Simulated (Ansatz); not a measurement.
# Ti2NF2 monolayer: the cell at rest, part 2 of 2

Wanted: the relaxed cell of Ti2NF2 monolayer.

Ansatz 0.2.0; DFT PBEsol, scalar-relativistic, plane waves, PAW.

So far. Step 2 (Probe on a coarse mesh): The coarse mesh shows no gap.

## (4) Bringing the structure to rest (continued)

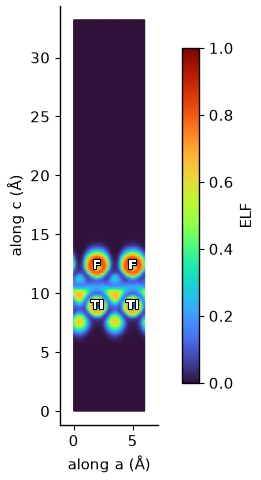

ELF in the ac plane at fractional y = 0.333, with atoms of Ti and F within 0.2 Å of it. It is the smooth field of the valence electrons, not physical close to the nuclei.

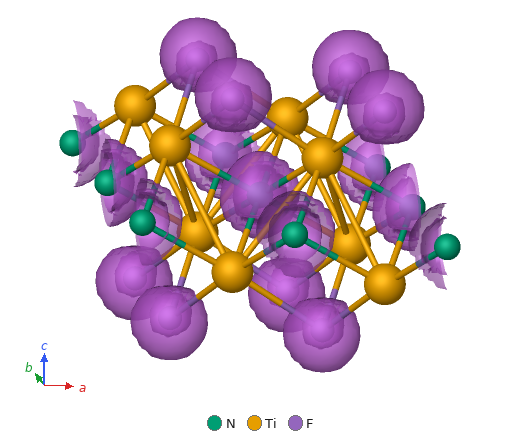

Surface of ELF = 0.76. 2×2×1 cells are drawn.

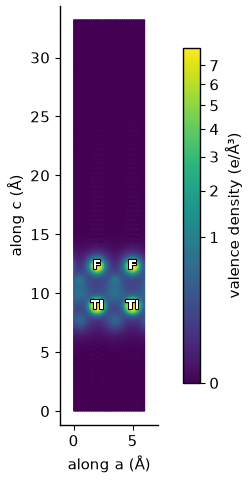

Valence density in the ac plane at fractional y = 0.333, with atoms of Ti and F within 0.2 Å of it. It is the smooth field of the valence electrons, not physical close to the nuclei. The colour scale is stretched toward low values.

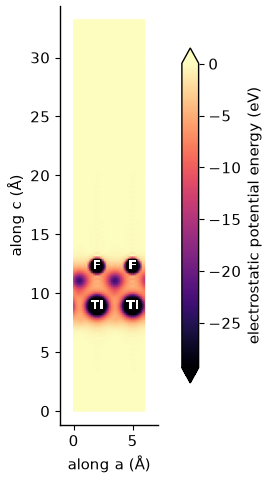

Electrostatic potential energy in the ac plane at fractional y = 0.333, with atoms of Ti and F within 0.2 Å of it. With pseudopotentials it is smooth inside the atoms' cores, unlike the true potential.

## (5) Tight relaxation

Phonons need a cell at rest on their own settings, so the relaxation is repeated with tight tolerances on forces and stress, using the mesh and the filling of the phonon run that follows.

Contents of input.yaml:

```yaml
crystal:
  lattice:
    - [3.0145036479, 0.0, 0.0]
    - [-1.507251824, 2.6106367389, 0.0]
    - [0.0, 0.0, 33.2]
  atoms:
    - { symbol: "N", position: [0.0, 0.0, 0.3012048193] }
    - { symbol: Ti, position: [0.3333333333, 0.6666666667, 0.333305044] }
    - { symbol: Ti, position: [0.6666666667, 0.3333333333, 0.2691045946] }
    - { symbol: F, position: [0.6666666667, 0.3333333333, 0.3705592455] }
    - { symbol: F, position: [0.3333333333, 0.6666666667, 0.231850393] }
  periodic: [true, true, false]
kpoints:
  mp_grid: { grid: [18, 18, 1] }
hamiltonian:
  xc: pbesol
scf:
  occupations: { method: methfessel_paxton, width: 0.15 }
output:
  forces: true
  stress: true
  eigenvalues: true
  write_density: true
  write_potential: true
  elf: true
  volumetric_format: npy
relax:
  adjacent_minimum: "off"
  f_tol: 0.001
  max_steps: 60
  cell: { stress_2d_tol: 0.002 }
```

Launch:

```console
> ansatz run input.yaml --threads 8 --pin off --max-ram 14336MiB --backend cpu --events-out ev --progress --plain --runs-dir out
```

Numbers of over 12 decimals in the logs are rounded to 6 here.

Output:

```text
[...]
Crystal: 5 atoms, lattice volume = 261.276 Å³
Basis set: ecut = 420 eV, 5007 PW (Γ), exchange–correlation on 48×48×450 points (8 copies of the dense FFT grid, shifted against one another)
Bands: 27, of which v1, the nominal top of the filled ones, is band 22 counted from 1 (21 counted from 0)
Symmetry: 12 space group operations
[...]
k-points: 37 of 324
[...]
cell:  # Å, volume = 261.4163 Å³
    - [3.015310, 2.887532340908457e-11, 0]
    - [-1.507655, 2.611335, 0]
    - [0, 0, 33.2]
  atoms:
    - { symbol: N, position: [0, 0, 0.301205] }
    - { symbol: Ti, position: [0.333333, 0.666667, 0.333274] }
    - { symbol: Ti, position: [0.666667, 0.333333, 0.269136] }
    - { symbol: F, position: [0.666667, 0.333333, 0.370520] }
    - { symbol: F, position: [0.333333, 0.666667, 0.231889] }
[key lines of the parts left out:]
SCF converged after 8 iterations
Free energy (F): -6934.501026 eV
Fermi energy:    -4.332447 eV
P = ½ c Tr σ = 0.0015 N/m
```

It took 17 s on 8 threads of Arm Neoverse V2, shared host; peak memory 0.91 GiB.

Little changed from the start: no atom moved by 0.005 Å and no cell edge by 0.1 %.

This step gave:

```
area per atom : 1.575 Å²
```

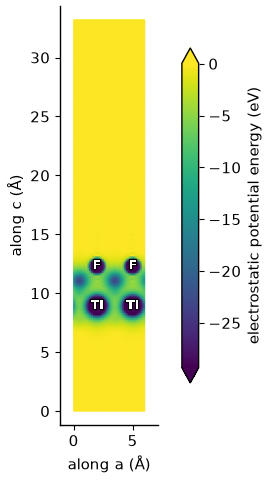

Electrostatic potential energy in the ac plane at fractional y = 0.333, with atoms of Ti and F within 0.2 Å of it. With pseudopotentials it is smooth inside the atoms' cores, unlike the true potential.

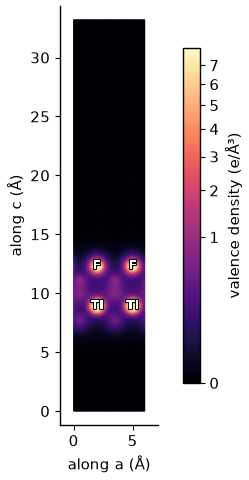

Valence density in the ac plane at fractional y = 0.333, with atoms of Ti and F within 0.2 Å of it. It is the smooth field of the valence electrons, not physical close to the nuclei. The colour scale is stretched toward low values.

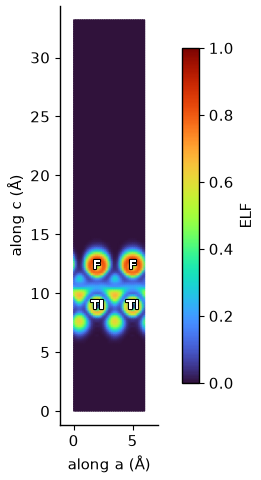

ELF in the ac plane at fractional y = 0.333, with atoms of Ti and F within 0.2 Å of it. It is the smooth field of the valence electrons, not physical close to the nuclei.

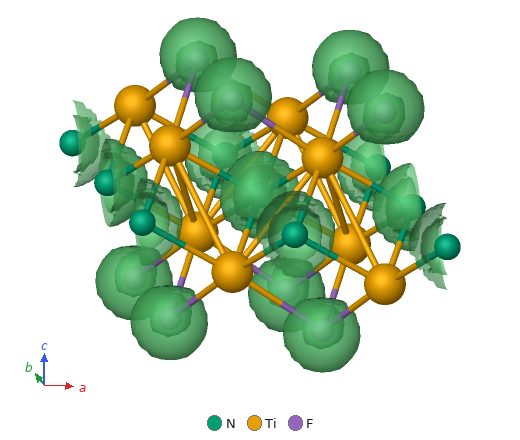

Surface of ELF = 0.76. 2×2×1 cells are drawn.

The largest force component left is 0.22 meV/Å, within the tolerances set.

## (6) What came out

```
space group after relaxation (within 0.01 Å) : P-3m1
lattice constant a                           : 3.015 Å
lattice constant b                           : 3.015 Å
area per atom                                : 1.57 Å²
```

The largest force component left is 0.22 meV/Å, within the tolerances set. The relaxation keeps the symmetry of its start, so it says nothing on stability against lower symmetry. The runs are without spin polarisation, although the cell has an odd electron count. The starting cell was built on a prototype and not taken from a measurement.

[Logs are printed without paths, hosts, clocks, repeated set-up lines and the standing remarks that a program may print on its own settings, such as how far it seeks lower states.]

[Hosts, paths, dates, database ids (printed as entryN), source tags and the programs' standing remarks are cut or masked in the printed files.]
